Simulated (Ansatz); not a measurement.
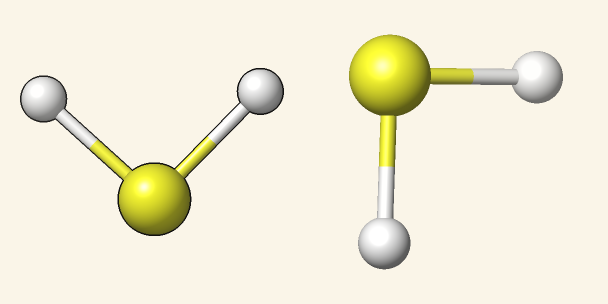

Two views of one molecule. Colours: sulfur yellow, hydrogen white.

The geometry was computed by an optimisation with PBE0-D4/def2-TZVP.

Describe the molecule.

It has 3 atoms: 2 hydrogen and 1 sulfur (H2S). This geometry has C2v symmetry. Coordination: 1 S bent.

The parts below concern this one geometry. Atoms keep their numbers from picture to picture.

### Geometry

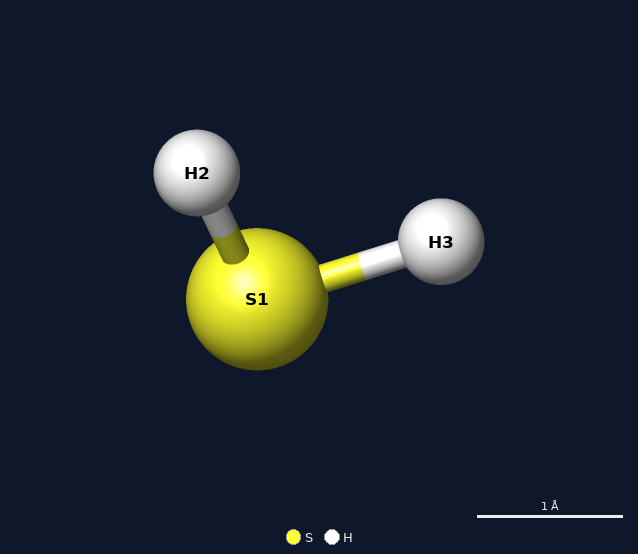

Atoms carry their numbers in the input.

Give the bond lengths.

| bond | length (Å) |
| --- | --- |
| S1–H2 | 1.341 |
| S1–H3 | 1.341 |

### Charges

The questions are on Mulliken charges. Level of theory: RKS PBE0-D4/def2-TZVP (Ansatz 0.2.0).

Give the Mulliken charges atom by atom.

```csv
atom,value (e)
S1,−0.35
H2,0.17
H3,0.17
```

### Dipole moment

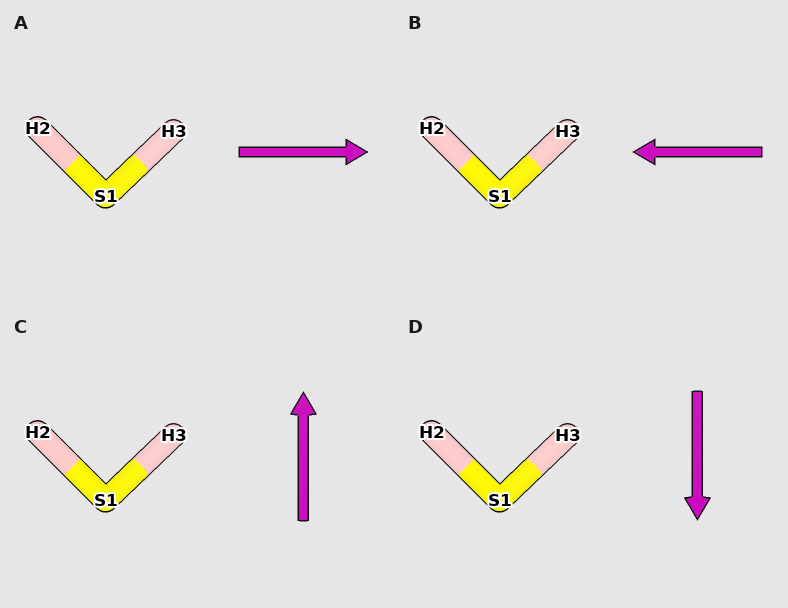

The same molecule four times, each with an arrow. Level of theory: RKS PBE0-D4/def2-TZVP (Ansatz 0.2.0).

**Which arrow points along the dipole moment, from the negative to the positive end?**

C. The dipole moment is 1.16 D; it points from the side of S1 to the side of H2, H3 (the outermost atoms at the two ends).

### Vibrations

Harmonic vibrations computed with RKS PBE0-D4/def2-TZVP (Ansatz 0.2.0) at a stationary point of the same level.

**List the wavenumbers.**

3 modes: 1209, 2724, 2740 cm⁻¹.

Mulliken values depend strongly on the basis set and can even reverse the polarity of a bond.
